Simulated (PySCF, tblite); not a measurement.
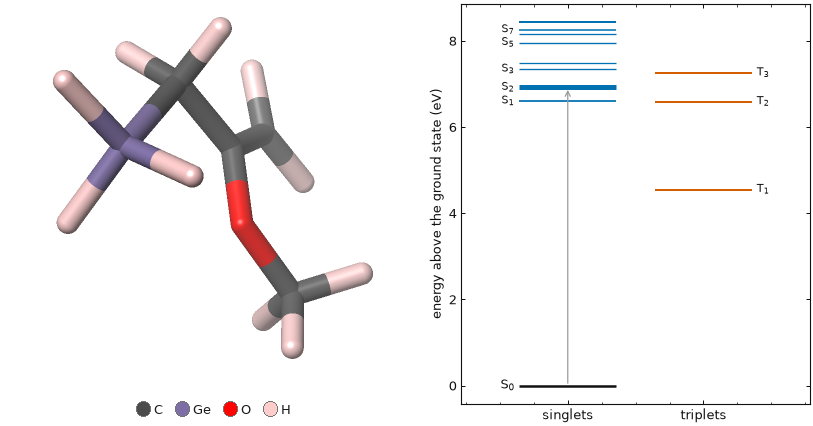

State diagram of C₄H₁₀GeO, SMILES C=C([CH2][GeH3])OC, singlet. Vertical TDDFT excitations, ωB97X-D/def2-SVPD, PySCF 2.14.0, at a GFN2-xTB geometry (a minimum by its frequencies), gas phase. Triplets in the Tamm-Dancoff approximation; only the lowest 8 singlets and 3 triplets were computed. Thicker singlet lines are brighter; the arrow marks the brightest.

> What is the vertical gap between S1 and T1?

2.06 eV: S1 at 6.61 eV, T1 at 4.55 eV.

> What are the energy, strength and character of the state that the arrow marks?

S2 at 6.92 eV (179 nm), f = 0.300, mainly HOMO → LUMO+2 (61 %).

> What character does the calculation give T1?

Mainly HOMO → LUMO+2 (64 %).

Caveats: the tight-binding geometry is rougher than a DFT one and adds to the error; one conformer of a flexible molecule; core orbitals are frozen in the response.
